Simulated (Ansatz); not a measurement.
CH5NOSi

```yaml
atoms:
  - { symbol: O, position_ang: [0.4237, -0.0287, -1.9768] }
  - { symbol: C, position_ang: [0.7868, 0.6827, -1.0966] }
  - { symbol: N, position_ang: [0.3859, 0.5440, 0.1940] }
  - { symbol: Si, position_ang: [-0.7339, -0.7307, 0.6942] }
  - { symbol: H, position_ang: [1.4841, 1.5163, -1.2699] }
  - { symbol: H, position_ang: [0.7575, 1.2019, 0.8498] }
  - { symbol: H, position_ang: [-2.0361, -0.5923, 0.0162] }
  - { symbol: H, position_ang: [-0.1674, -2.0681, 0.4389] }
  - { symbol: H, position_ang: [-0.9007, -0.5250, 2.1502] }
```

Theory: RHF/def2-SVP (Ansatz).

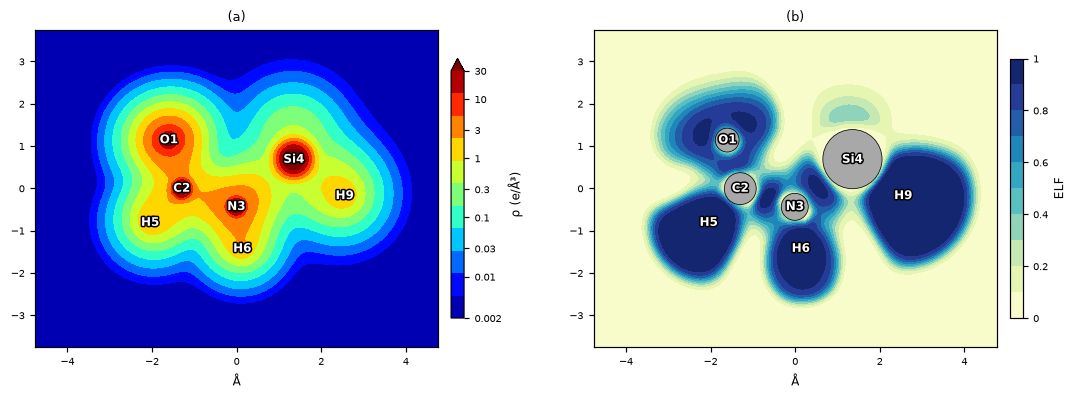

Figure 1. (a) total electron density; (b) electron localisation function on the plane of atoms N3, Si4 and H9. Grey discs cover the atomic cores in the ELF map.

**Describe what can be read from this map.**

Atoms in the plane: O, C, N, Si and H.
C–O (1.19 Å): the density is about 3.6 e/Å³ at the midpoint; the ELF peaks at about 0.85 between the atoms: a short, multiple covalent bond.
C–N (1.36 Å): the density is about 2.4 e/Å³ at the midpoint; the ELF peaks at about 0.95 between the atoms; a covalent bond.
Si–N (1.77 Å): ρ is about 1 e/Å³ halfway; the ELF peaks at about 0.95 between the atoms, as expected for a polar covalent bond.
N–H (1.00 Å): ρ at the midpoint is about 2.9 e/Å³; the ELF climbs to about 1 towards the hydrogen, as it does in any bond to H: a covalent bond by its length.
C–H (1.10 Å): ρ is about 2 e/Å³ halfway; the ELF climbs to about 1 towards the hydrogen; a covalent bond by its length.
The ELF also peaks beside O1, away from the bonds: lone-pair regions.

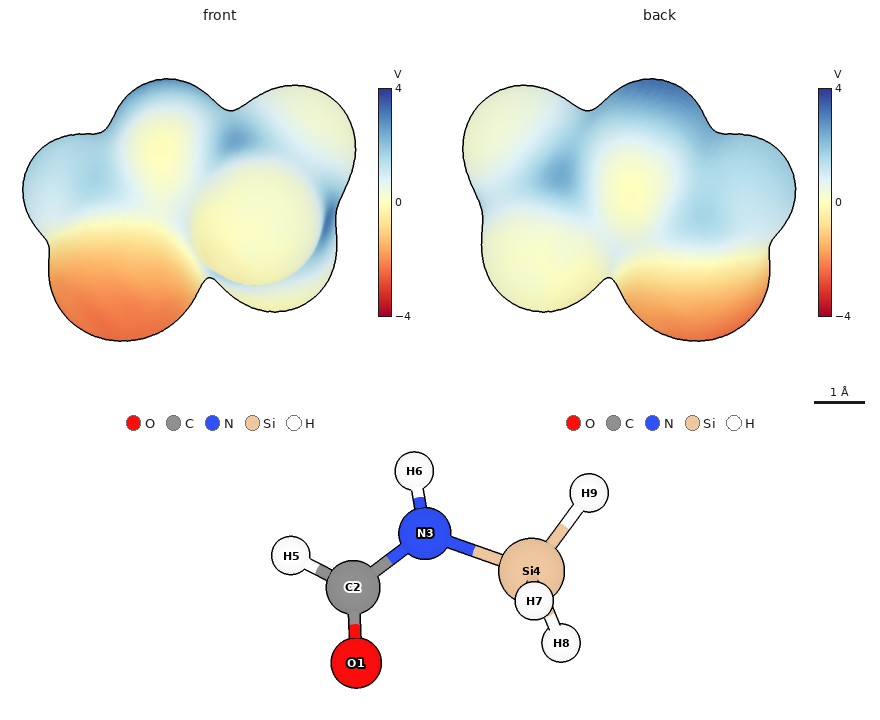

Figure 2. The molecular electrostatic potential painted on the density surface at 0.004 e/bohr³, seen from the front and from behind; red is negative and blue positive. The bare structure is drawn below in the same view.

**Which sites attract a positive test charge, and which a negative one?**

A positive charge is drawn to the negative regions and a negative charge to the positive ones. The most negative region (about −2.3 V) lies over O1, the most positive (about +3.1 V) over Si4 and H6. O1 is the likeliest acceptor of a hydrogen bond.

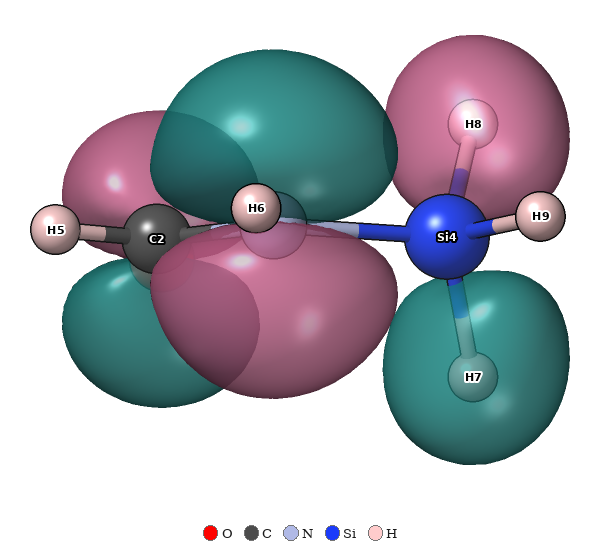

Figure 3. The HOMO at ±0.08 Å⁻³ᐟ² (teal and pink are the two phases), seen from one side.

**Describe this orbital and give its energy.**

By Hirshfeld shares it lies mainly on N3 (about 45 %), O1 (about 25 %) and C2 (about 10 %). Its energy is −11.36 eV.
